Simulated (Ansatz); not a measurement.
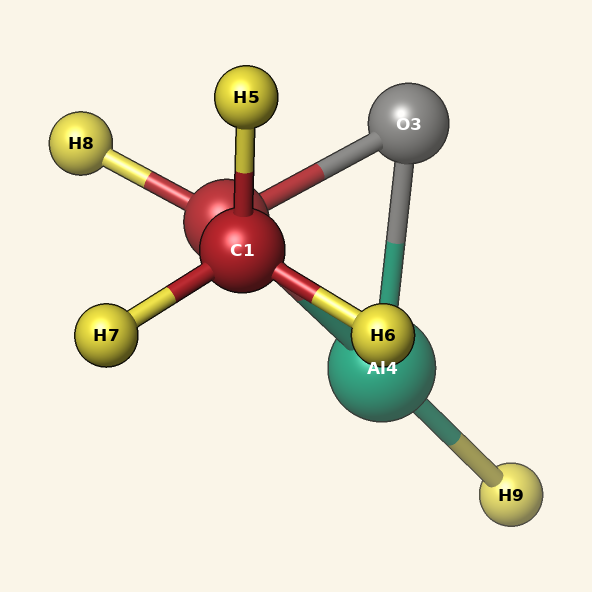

C2 lies behind C1. The molecule seen nearly along the C1–C2 bond, C1 in front. Distant atoms are faded towards the background colour. The geometry was computed by an optimisation with PBE-D4/def2-SVP. No frequency run is at hand to confirm it as a minimum.

### What is the torsion angle H5–C1–C2–Al4? The sign is positive where the front bond must turn clockwise to cover the back bond.

135°, anticlinal. The bonds about C1–C2 are eclipsed.
